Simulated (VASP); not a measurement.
Band structure of ZnO (wurtzite). Level of theory: LDA (Ceperley-Alder, Perdew-Zunger) with spin-orbit coupling, VASP's LDA PAW potentials (set 64) (plane waves; VASP 6.6.1).

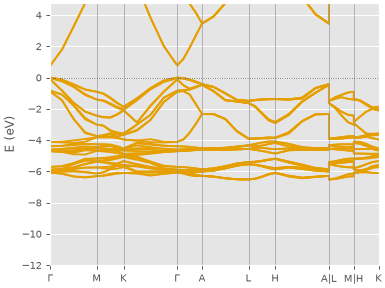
Figure. Bands along high-symmetry lines, zero at the valence-band maximum or, without a gap, the Fermi level

Q: Read the plot: is there a gap, and where are the band edges?

A: The gap is direct, 0.78 eV, from the valence maximum at Γ to the conduction minimum at Γ.

Measured: gap 3.60 eV (computed value off by -2.82 eV), as given by Wei Chen et al., Physical Review Materials (2018), doi:10.1103/physrevmaterials.2.073803 [zero-point renormalisation of 0.16 eV added back (the table's ZPR column)].

The compound is ZnO in the wurtzite structure. It was relaxed first.
